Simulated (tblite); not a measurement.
**Run report: C$_{4}$H$_{9}$OSi, geometry relaxation (part 4 of 4)**

Continued. System: C$_{4}$H$_{9}$OSi, multiplicity 2. Method: GFN2-xTB geometry optimisation, gas phase (tblite 0.8.0). It belongs to a series of runs on one base structure; here: H removed from sp3 C.

Geometry of the input (Å):
```
C  -2.6724  0.0024  -0.0209
C  -1.3070  0.2777  -0.6392
O  -0.4534  -0.6785  -0.0878
Si 1.1418  -0.6180  -0.5930
C  2.3015  -0.4919  0.9050
C  2.3451  0.6646  -0.0771
H  -3.0965  -0.8871  -0.5502
H  -3.3679  0.8509  -0.1279
H  -2.5033  -0.3201  1.0173
H  -1.0153  1.3237  -0.3684
H  -1.4260  0.2127  -1.7134
H  1.5937  -1.4412  -1.7247
H  3.0761  -1.2708  0.8599
H  2.0519  1.6785  0.2263
H  3.3273  0.7050  -0.6334
```

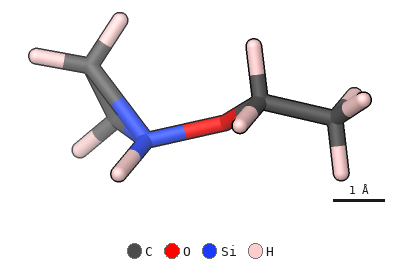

The geometry at step 96 of the log (stick view, seen at a tilt).

Trajectory as extended XYZ, continued
```
15
Properties=species:S:1:pos:R:3:forces:R:3 step=88 energy=-513.01507
C    -2.7008   -0.0429   -0.0363    0.0310   0.0290  -0.0020
C    -1.3581    0.3200   -0.6490   -0.0250  -0.0030  -0.0170
O    -0.3484   -0.4286   -0.0321    0.0510  -0.0150  -0.0120
Si    1.1512   -0.7562   -0.5306    0.0090   0.0130  -0.0480
C     2.4020   -0.6488    0.7856    0.0000  -0.0060   0.0510
C     2.5449    0.5897    0.0163    0.0140  -0.0110   0.0040
H    -2.9153   -1.0966   -0.1892    0.0280  -0.0270  -0.0420
H    -3.4874    0.5509   -0.4904   -0.0470   0.0290   0.0000
H    -2.6725    0.1458    1.0312   -0.0300   0.0310   0.0760
H    -1.1395    1.3845   -0.5002   -0.0530   0.0330   0.0290
H    -1.3731    0.1333   -1.7292    0.0130  -0.0490  -0.0270
H     1.1456   -1.1555   -1.9351    0.0150   0.0140   0.0070
H     3.2600   -1.3094    0.8143    0.0380  -0.0010  -0.0030
H     2.0003    1.4580    0.3637   -0.0420   0.0070  -0.0100
H     3.4867    0.8637   -0.4466   -0.0010  -0.0420  -0.0060
15
Properties=species:S:1:pos:R:3:forces:R:3 step=90 energy=-513.01604
C    -2.7021   -0.0445   -0.0329    0.0470   0.0250  -0.0010
C    -1.3639    0.3230   -0.6532    0.0410   0.0070  -0.0110
O    -0.3480   -0.4241   -0.0361   -0.0120   0.0740  -0.0740
Si    1.1522   -0.7496   -0.5356    0.0280   0.0100  -0.0050
C     2.3984   -0.6481    0.7877    0.0010  -0.0280   0.0130
C     2.5536    0.5879    0.0170   -0.0260  -0.0110   0.0240
H    -2.9069   -1.1000   -0.1839    0.0110  -0.0430  -0.0240
H    -3.4960    0.5404   -0.4852   -0.0430   0.0380  -0.0100
H    -2.6718    0.1485    1.0345   -0.0220   0.0200   0.0490
H    -1.1506    1.3921   -0.5070   -0.0420  -0.0710   0.0110
H    -1.3808    0.1304   -1.7347    0.0120  -0.0220   0.0540
H     1.1485   -1.1478   -1.9405    0.0150   0.0180   0.0130
H     3.2537   -1.3137    0.8218    0.0110   0.0150  -0.0050
H     2.0091    1.4590    0.3601   -0.0150  -0.0020  -0.0220
H     3.5003    0.8545   -0.4396   -0.0040  -0.0290  -0.0120
15
Properties=species:S:1:pos:R:3:forces:R:3 step=92 energy=-513.01702
C    -2.7004   -0.0443   -0.0316    0.0120  -0.0010  -0.0040
C    -1.3633    0.3241   -0.6540    0.0040  -0.0030   0.0020
O    -0.3471   -0.4232   -0.0429    0.0140   0.0310  -0.0130
Si    1.1533   -0.7516   -0.5371    0.0250   0.0120   0.0020
C     2.3946   -0.6474    0.7905    0.0080  -0.0120   0.0120
C     2.5521    0.5866    0.0163   -0.0100  -0.0150   0.0130
H    -2.9042   -1.1005   -0.1876    0.0030  -0.0030  -0.0100
H    -3.4964    0.5433   -0.4797   -0.0110   0.0110   0.0030
H    -2.6689    0.1447    1.0375   -0.0150   0.0100   0.0140
H    -1.1517    1.3906   -0.5037   -0.0230   0.0020   0.0090
H    -1.3803    0.1343   -1.7345   -0.0080  -0.0220   0.0070
H     1.1514   -1.1477   -1.9410    0.0200   0.0040  -0.0160
H     3.2512   -1.3111    0.8285    0.0070   0.0110  -0.0040
H     2.0049    1.4591    0.3505   -0.0130   0.0010  -0.0100
H     3.5003    0.8510   -0.4389   -0.0110  -0.0280  -0.0050
15
Properties=species:S:1:pos:R:3:forces:R:3 step=94 energy=-513.01850
C    -2.7029   -0.0543   -0.0252   -0.0080  -0.0060   0.0040
C    -1.3800    0.3278   -0.6696    0.0150   0.0040   0.0090
O    -0.3413   -0.3745   -0.0429    0.0010   0.0330  -0.0090
Si    1.1528   -0.7240   -0.5407    0.0250   0.0130   0.0180
C     2.3869   -0.6528    0.7957    0.0120   0.0020  -0.0210
C     2.5796    0.5799    0.0266   -0.0150  -0.0080   0.0130
H    -2.8876   -1.1164   -0.1687   -0.0210   0.0210   0.0080
H    -3.5167    0.5167   -0.4659    0.0260  -0.0250  -0.0010
H    -2.6609    0.1478    1.0423   -0.0040  -0.0050  -0.0220
H    -1.1958    1.4033   -0.5506   -0.0080   0.0000  -0.0070
H    -1.3982    0.1027   -1.7441   -0.0140   0.0020   0.0320
H     1.1445   -1.1001   -1.9496    0.0230  -0.0060  -0.0270
H     3.2295   -1.3357    0.8341   -0.0140   0.0270   0.0010
H     2.0476    1.4660    0.3516    0.0060  -0.0270   0.0030
H     3.5381    0.8216   -0.4205   -0.0250  -0.0240  -0.0020
15
Properties=species:S:1:pos:R:3:forces:R:3 step=96 energy=-513.01938
C    -2.7060   -0.0625   -0.0212   -0.0120  -0.0020   0.0170
C    -1.3927    0.3301   -0.6790   -0.0010   0.0040  -0.0020
O    -0.3361   -0.3322   -0.0413    0.0120   0.0090   0.0130
Si    1.1528   -0.6955   -0.5443    0.0030  -0.0040  -0.0120
C     2.3836   -0.6595    0.7957   -0.0170  -0.0080  -0.0080
C     2.6012    0.5754    0.0379   -0.0130  -0.0010  -0.0110
H    -2.8731   -1.1307   -0.1390   -0.0090   0.0200   0.0120
H    -3.5327    0.4822   -0.4716    0.0380  -0.0190   0.0010
H    -2.6624    0.1667    1.0404   -0.0160  -0.0120  -0.0050
H    -1.2307    1.4114   -0.5877   -0.0130   0.0130  -0.0150
H    -1.4130    0.0751   -1.7456    0.0000   0.0120  -0.0060
H     1.1410   -1.0617   -1.9573    0.0200   0.0030  -0.0010
H     3.2114   -1.3592    0.8250    0.0160   0.0110   0.0140
H     2.0884    1.4700    0.3683   -0.0030  -0.0180   0.0130
H     3.5640    0.7984   -0.4081   -0.0040  -0.0070  -0.0100
15
Properties=species:S:1:pos:R:3:forces:R:3 step=98 energy=-513.01975
C    -2.7072   -0.0664   -0.0179    0.0010  -0.0050   0.0080
C    -1.3988    0.3323   -0.6831   -0.0130  -0.0020   0.0000
O    -0.3324   -0.3093   -0.0412    0.0080   0.0070   0.0150
Si    1.1534   -0.6803   -0.5480   -0.0130  -0.0080  -0.0180
C     2.3809   -0.6644    0.7946   -0.0080  -0.0090   0.0010
C     2.6117    0.5724    0.0434   -0.0090  -0.0070  -0.0200
H    -2.8641   -1.1373   -0.1204    0.0070   0.0040   0.0150
H    -3.5401    0.4598   -0.4774    0.0250   0.0060  -0.0030
H    -2.6673    0.1789    1.0397   -0.0140  -0.0070   0.0090
H    -1.2489    1.4168   -0.6076   -0.0150   0.0020  -0.0140
H    -1.4211    0.0614   -1.7454    0.0080   0.0170  -0.0200
H     1.1403   -1.0415   -1.9626    0.0160   0.0060   0.0050
H     3.2030   -1.3707    0.8213    0.0170   0.0020   0.0160
H     2.1096    1.4704    0.3795   -0.0090  -0.0050   0.0130
H     3.5766    0.7859   -0.4025   -0.0020   0.0000  -0.0060
15
Properties=species:S:1:pos:R:3:forces:R:3 step=100 energy=-513.02020
C    -2.7067   -0.0692   -0.0139    0.0020  -0.0120  -0.0060
C    -1.4029    0.3355   -0.6852   -0.0110  -0.0060   0.0030
O    -0.3281   -0.2898   -0.0411   -0.0060   0.0130   0.0070
Si    1.1534   -0.6709   -0.5529   -0.0020  -0.0020   0.0050
C     2.3778   -0.6712    0.7932    0.0100   0.0000  -0.0100
C     2.6168    0.5674    0.0464   -0.0050  -0.0050  -0.0090
H    -2.8504   -1.1436   -0.0984    0.0200   0.0010   0.0150
H    -3.5436    0.4361   -0.4886    0.0100   0.0190   0.0100
H    -2.6759    0.1945    1.0398   -0.0060  -0.0020  -0.0080
H    -1.2646    1.4227   -0.6230   -0.0080  -0.0050   0.0040
H    -1.4259    0.0553   -1.7450    0.0070   0.0050  -0.0220
H     1.1420   -1.0220   -1.9692    0.0060  -0.0030  -0.0060
H     3.1989   -1.3793    0.8204   -0.0030  -0.0060   0.0100
H     2.1213    1.4667    0.3887   -0.0050  -0.0010   0.0050
H     3.5834    0.7755   -0.3989   -0.0090   0.0040   0.0030
15
Properties=species:S:1:pos:R:3:forces:R:3 step=102 energy=-513.02037
C    -2.7049   -0.0691   -0.0136   -0.0040  -0.0060  -0.0060
C    -1.4011    0.3362   -0.6839    0.0000   0.0010  -0.0050
O    -0.3274   -0.2914   -0.0404    0.0000   0.0100  -0.0060
Si    1.1528   -0.6761   -0.5538   -0.0030   0.0020   0.0030
C     2.3767   -0.6718    0.7928    0.0110   0.0020  -0.0090
C     2.6129    0.5660    0.0442    0.0000  -0.0030   0.0010
H    -2.8467   -1.1438   -0.0965    0.0100   0.0020   0.0070
H    -3.5402    0.4370   -0.4903    0.0010   0.0060   0.0140
H    -2.6763    0.1953    1.0403   -0.0010   0.0000  -0.0170
H    -1.2631    1.4232   -0.6190    0.0000   0.0000   0.0110
H    -1.4226    0.0613   -1.7456    0.0000  -0.0070  -0.0040
H     1.1429   -1.0229   -1.9714    0.0020  -0.0070   0.0000
H     3.2000   -1.3770    0.8240   -0.0050  -0.0080   0.0050
H     2.1129    1.4637    0.3843   -0.0030   0.0030   0.0040
H     3.5798    0.7773   -0.3988   -0.0080   0.0040   0.0000
15
Properties=species:S:1:pos:R:3:forces:R:3 step=104 energy=-513.02042
C    -2.7047   -0.0694   -0.0139   -0.0040   0.0010  -0.0010
C    -1.4011    0.3361   -0.6843    0.0010   0.0050  -0.0040
O    -0.3280   -0.2931   -0.0418    0.0010   0.0050  -0.0030
Si    1.1527   -0.6764   -0.5542    0.0040  -0.0010   0.0010
C     2.3762   -0.6707    0.7927   -0.0020  -0.0030  -0.0040
C     2.6122    0.5665    0.0434   -0.0010   0.0040   0.0020
H    -2.8468   -1.1440   -0.0976    0.0030   0.0040   0.0020
H    -3.5399    0.4395   -0.4879    0.0010  -0.0040   0.0090
H    -2.6747    0.1936    1.0401    0.0010   0.0000  -0.0090
H    -1.2622    1.4227   -0.6162   -0.0020   0.0030   0.0040
H    -1.4229    0.0633   -1.7467    0.0000  -0.0040   0.0010
H     1.1440   -1.0257   -1.9714    0.0010  -0.0050   0.0020
H     3.1987   -1.3765    0.8264    0.0000  -0.0050   0.0030
H     2.1124    1.4648    0.3828    0.0000  -0.0060   0.0020
H     3.5795    0.7773   -0.3988   -0.0040   0.0060  -0.0030
```

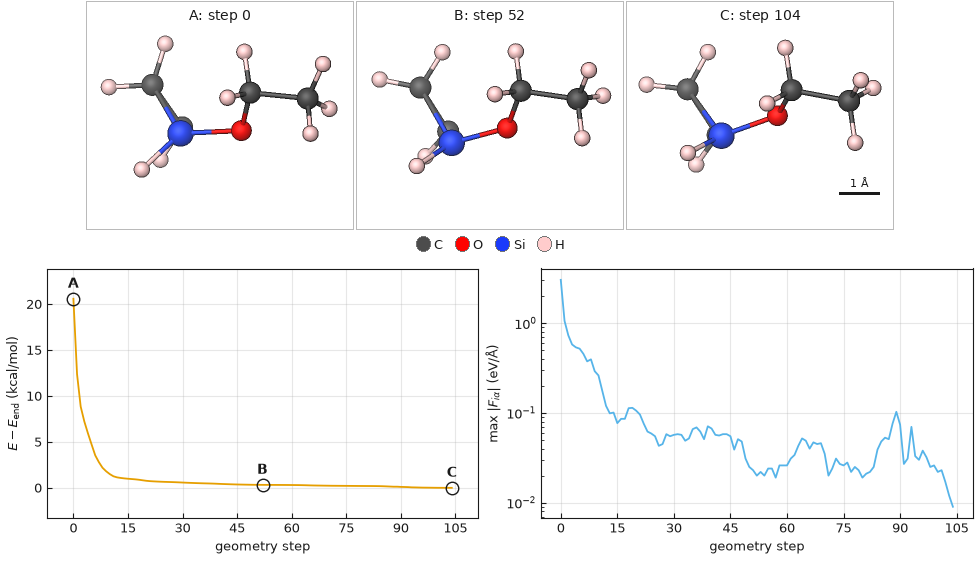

Frames of the relaxation (ball-and-stick view, seen at a tilt) above the curves, on which the letters mark them (steps are counted from 0).

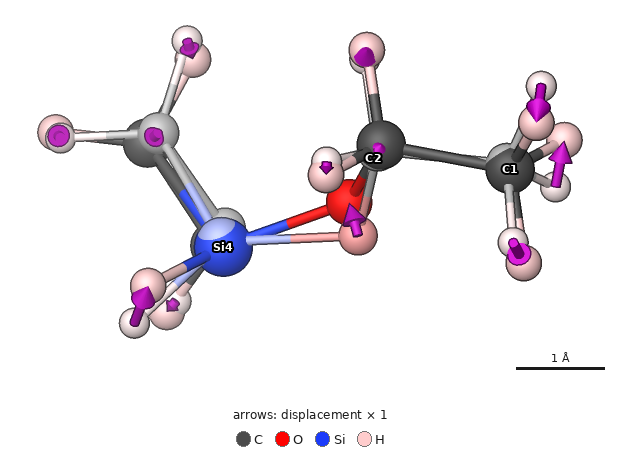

Start (faint) and end (solid) with the displacements as pink arrows, at true length (ball-and-stick view, seen at a tilt). The two geometries are laid on each other by the best rigid fit. After 104 geometry steps the energy has fallen by 20.6 kcal/mol. The largest force component goes from 3 to 0.009 eV/Å. H12 moves most after the best rigid fit: 0.66 Å. By element the largest moves are H 0.66 Å, O 0.41 Å, C 0.31 Å, Si 0.07 Å. Among the contacts that change: Si4–C6 1.833 → 2.008 Å, Si4–C5 1.899 → 1.820 Å, O3–Si4 1.674 → 1.613 Å, C5–C6 1.518 → 1.466 Å. Among the angles that change: C5–Si4–H12 117.2° → 136.3°, Si4–C6–H14 123.3° → 105.7°, C2–O3–Si4 116.0° → 131.6°. (Atoms are counted from 1 in the order of the input.)

Key numbers

```tsv
quantity	value
outcome	converged
total energy	−513.0204 eV
wall time	2 s
peak memory	0.18 GiB
```
